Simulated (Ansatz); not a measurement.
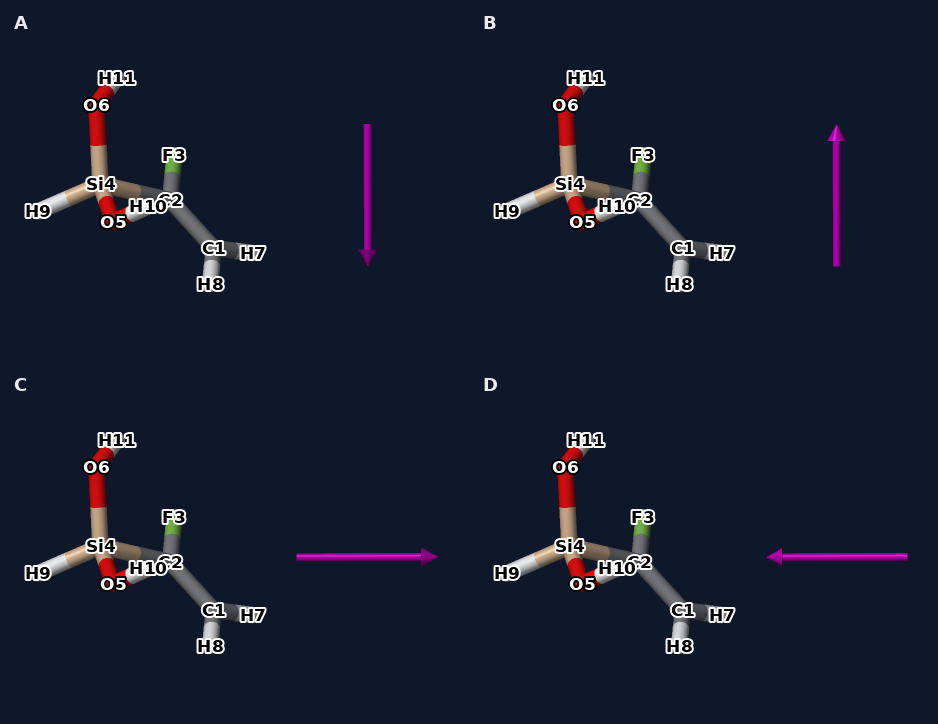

The same molecule four times, each with an arrow. The geometry was computed by an optimisation with PBE0-D4/def2-TZVP. Properties computed with RKS PBE0-D4/def2-TZVP (Ansatz 0.2.0).

> Which arrow points along the dipole moment, from the negative to the positive end?

C. The dipole moment is 1.80 D; it points from the side of H9 to the side of H7 (the outermost atoms at the two ends).
